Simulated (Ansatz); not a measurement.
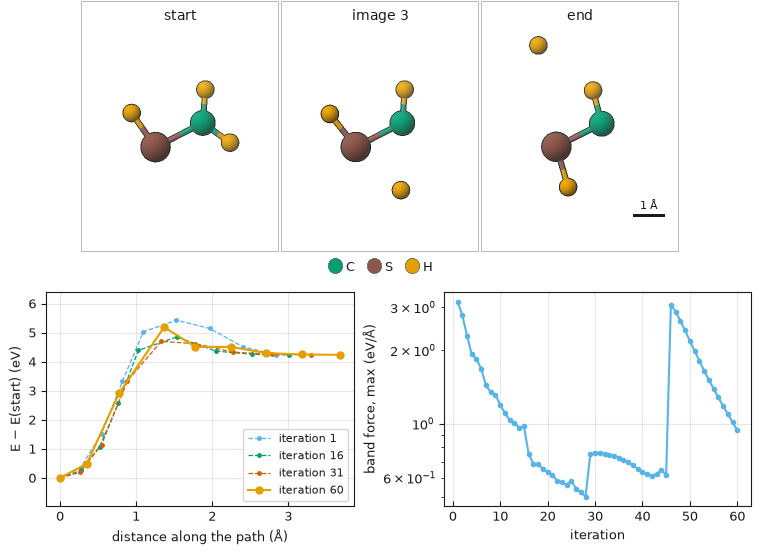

A search for the minimum-energy path of CH3S (multiplicity 2) by the nudged elastic band. Images are numbered from 0 (start) to 8 (end). The plot follows the band through its iterations. The picture is a ball-and-stick view, seen from a free direction.

Level of theory: UKS CAM-B3LYP-D4/def2-SVP (Ansatz 0.2.0).

The input:
```yaml
crystal:
  periodic: [false, false, false]
  atoms:
    - { symbol: C, position_ang: [-0.126192, -0.563542, 0.090873] }
    - { symbol: S, position_ang: [0.838263, 0.846845, 0.312972] }
    - { symbol: H, position_ang: [-0.998166, -0.562363, -0.560263] }
    - { symbol: H, position_ang: [0.137324, -1.443232, 0.677209] }
    - { symbol: H, position_ang: [0.19867, 1.648692, -0.562191] }
magnetization:
  spin_polarized: true
  initial_magnetization: 1
basis:
  gaussian: { orbitals: def2-SVP }
hamiltonian:
  xc: cam_b3lyp
  dispersion: d4
neb:
  order_check: false
  images: 7
  f_tol: 0.05
  max_iterations: 60
  max_displacement: 0.02
  optimiser: lbfgs
  final_atoms:
    - { symbol: C, position_ang: [-0.62052971, -0.75358686, -0.21678983] }
    - { symbol: S, position_ang: [0.69396405, -0.3418704, 0.69821839] }
    - { symbol: H, position_ang: [-0.84349147, 0.19533279, -0.75667905] }
    - { symbol: H, position_ang: [0.93557652, -1.51755873, 1.34381371] }
    - { symbol: H, position_ang: [-0.1156204, 2.34408319, -1.10996322] }
  initial_path:
    images:
      - { positions_ang: [[-0.126192, -0.563542, 0.090873], [0.838263, 0.846845, 0.312972], [-0.998166, -0.562363, -0.560263], [0.137324, -1.443232, 0.677209], [0.19867, 1.648692, -0.562191]] }
      - { positions_ang: [[-0.20536002, -0.59765186, 0.03846892], [0.80648031, 0.7583307, 0.32236211], [-1.0678546, -0.51257884, -0.63465144], [0.28806023, -1.34149804, 0.75691112], [0.22857309, 1.61979805, -0.52449071]] }
      - { positions_ang: [[-0.28452805, -0.63176172, -0.01393516], [0.77469761, 0.6698164, 0.33175221], [-1.13754321, -0.46279469, -0.70903988], [0.43879646, -1.23976409, 0.83661325], [0.25847619, 1.5909041, -0.48679042]] }
      - { positions_ang: [[-0.36369607, -0.66587158, -0.06633925], [0.74291492, 0.58130209, 0.34114232], [-1.20723181, -0.41301053, -0.78342832], [0.58953269, -1.13803013, 0.91631537], [0.28837928, 1.56201015, -0.44909013]] }
      - { positions_ang: [[-0.4428641, -0.69998144, -0.11874333], [0.71113222, 0.49278779, 0.35053243], [-1.27692042, -0.36322637, -0.85781676], [0.74026891, -1.03629618, 0.9960175], [0.31828237, 1.5331162, -0.41138984]] }
      - { positions_ang: [[-0.4872805, -0.7133828, -0.14325496], [0.70684018, 0.28412324, 0.43745392], [-1.16856318, -0.22358658, -0.83253233], [0.78909582, -1.15661181, 1.08296655], [0.20980668, 1.73585795, -0.58603318]] }
      - { positions_ang: [[-0.5316969, -0.72678415, -0.16776658], [0.70254814, 0.07545869, 0.52437541], [-1.06020594, -0.08394679, -0.80724791], [0.83792272, -1.27692745, 1.16991561], [0.10133099, 1.9385997, -0.76067653]] }
      - { positions_ang: [[-0.5761133, -0.7401855, -0.19227821], [0.6982561, -0.13320586, 0.6112969], [-0.95184871, 0.055693, -0.78196348], [0.88674962, -1.39724309, 1.25686466], [-0.0071447, 2.14134145, -0.93531987]] }
      - { positions_ang: [[-0.62052971, -0.75358686, -0.21678983], [0.69396405, -0.3418704, 0.69821839], [-0.84349147, 0.19533279, -0.75667905], [0.93557652, -1.51755873, 1.34381371], [-0.1156204, 2.34408319, -1.10996322]] }
```

Command:
```bash
ansatz run input.yaml --threads 1 --pin off --max-ram 2048MiB --backend cpu --events-out ev --progress --plain --runs-dir out
```

> Judge this run.

The result isn't final. The band hadn't converged when the run stopped after 60 iterations. The largest component of the band force went from 3.2 to 0.94 eV/Å. The barrier read from it is provisional, though the highest image hardly moved in the last two iterations. The step length is far from the usual. The first iteration put the highest image at 5.43 eV. Forward barrier 5.19 eV, backward barrier 0.95 eV, with image 3 at the top; the reaction energy is +4.24 eV.
